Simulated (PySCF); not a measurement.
# H6Si3: the cost of one run

Programs: PySCF 2.14.0, with routines of our own; each step states its level. All values are computed. Atoms count from 0.

## Step 1: The system as given

9 atoms, charge 0, multiplicity 1; geometry from: GFN2-xTB.

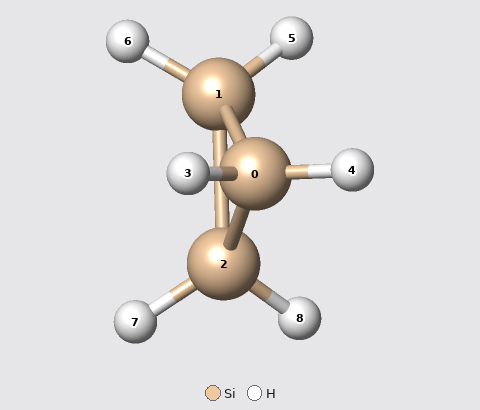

The starting geometry (silicon light orange, hydrogen white).

## Step 2: Geometry optimisation at PBE0-D3(BJ)/def2-SVP

Job settings and geometry (Å):

```
{"job": {"xc": "PBE0", "basis": "def2-SVP", "d3": "d3bj", "grid": 1, "kind": "geom"}, "charge": 0, "multiplicity": 1}
Si    -0.782057    -1.098915     0.075675
Si     1.325497    -0.129049    -0.237128
Si    -0.541217     1.228204     0.153784
H     -1.100255    -1.877209     1.276867
H     -1.496652    -1.757247    -1.022319
H      1.996327    -0.156664    -1.540473
H      2.395158    -0.277699     0.754568
H     -0.693387     1.976614     1.405231
H     -1.089853     2.097958    -0.891385
```

The run is started by

```sh
$ OMP_NUM_THREADS=1 python excited_run.py task.json out
```

One launch serves the whole session: the jobs run in the order shown.

**Question.** How long does this run take on 1 thread of Arm Neoverse V2, shared host?

About 5.2 s.
